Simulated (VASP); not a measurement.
Consider the following.

```xyz
4
Lattice="1.6735 -4.7905 0.0000 1.6735 4.7905 0.0000 0.0000 0.0000 4.4509" Properties=species:S:1:pos:R:3 pbc="T T T"
As     1.6735    -1.1742     1.1127
As     1.6735     1.1742     3.3382
Ta     1.6735    -3.9291     1.1127
Ta     1.6735     3.9291     3.3382
```

These are r2SCAN meta-GGA, VASP's PBE PAW potentials (set 64) (plane waves; VASP) values and carry that method's errors. Settings: 400 eV cut-off, 11×11×8 Γ-centred mesh, tetrahedra with Blöchl corrections, potentials As Ta_pv.

Unless said otherwise, spin-orbit coupling is left out, though it shifts the bands of the heavy elements here.

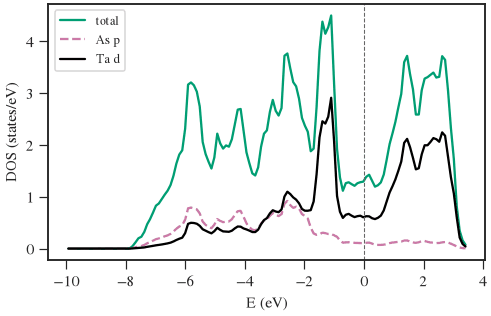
Figure. Total and projected density of states, zero at the Fermi level

Within 2 eV below the Fermi level the largest weight inside VASP's projection spheres is Ta d.

It has no gap at this level: it comes out as a metal or semimetal.

The structure was generated: TaAs was put into the CrB type (Cmcm), which need not be its known phase. It was relaxed first, which changed the volume by -32 %.
